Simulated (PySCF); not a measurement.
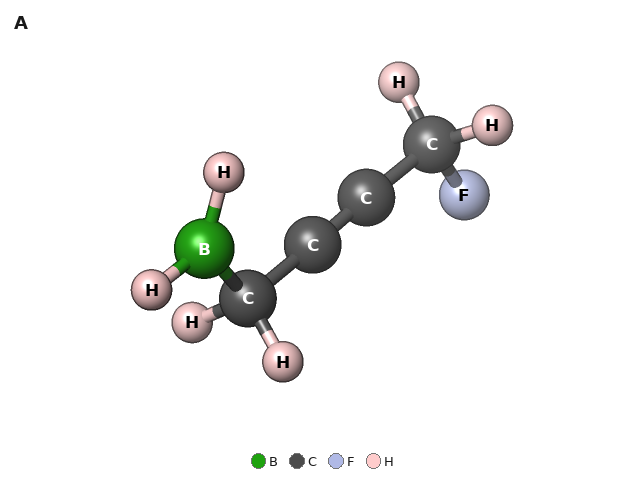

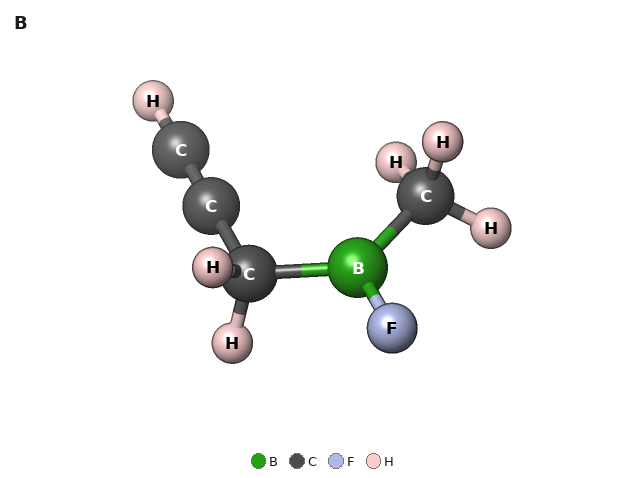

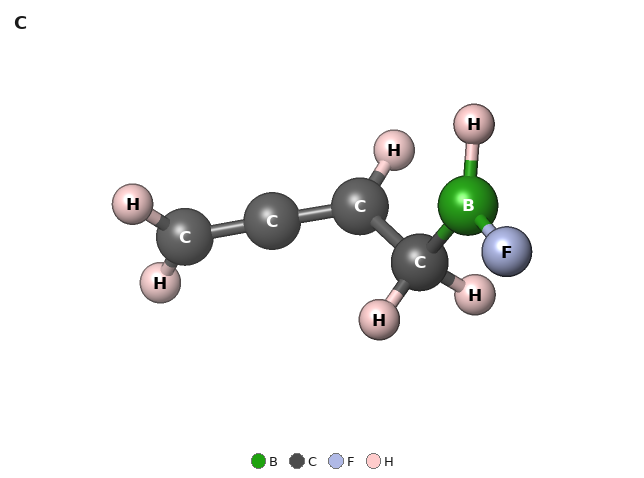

3 stationary structures of one formula. Geometries: GFN2-xTB. Electronic energies: PBE0/pcSseg-1 (PySCF 2.14.0), without zero-point energy. No frequency run is at hand to confirm each as a minimum. Each is one conformer, not always the lowest.

**How are they related?**

They are constitutional isomers of C4H6BF: A `BCC#CCF`, B `C#CCB(C)F`, C `C=C=CCBF`.

**Rank them by energy, lowest first.**

B is lowest; C lies 11.2 kcal/mol above it, A lies 68.4 kcal/mol above it.

The geometry is semi-empirical. Around B such bond lengths and angles can be off by a tenth of an ångström or more and by several degrees, and values that hang on the shape move with them.
